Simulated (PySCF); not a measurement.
Vertical excitations of a molecule C2H7ClGe from TDA-PBE/def2-SVPD (PySCF), as energy in eV (oscillator strength): 6.14 (0.013), 6.35 (0.017), 6.83 (0.008), 6.98 (0.001), 7.11 (0.004), 7.29 (0.045), 7.31 (0.003), 7.53 (0.011), 7.74 (0.004), 7.79 (0.039). Lowest triplet (TDA): 5.79 eV. The structure is a stationary point at PBE0-D3(BJ)/def2-SVP. Other conformers were not sampled.

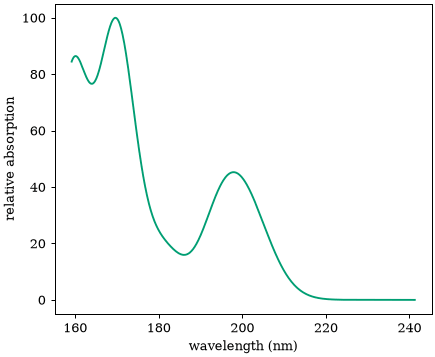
The lines broadened by 0.4 eV.

Problem. Which molecule gave these data?
A) ClC[CH2][GeH3]
B) C[CH2][GeH2][Cl]
C) [CH3][GeH]([CH3])[Cl]

Solution. B, C[CH2][GeH2][Cl]
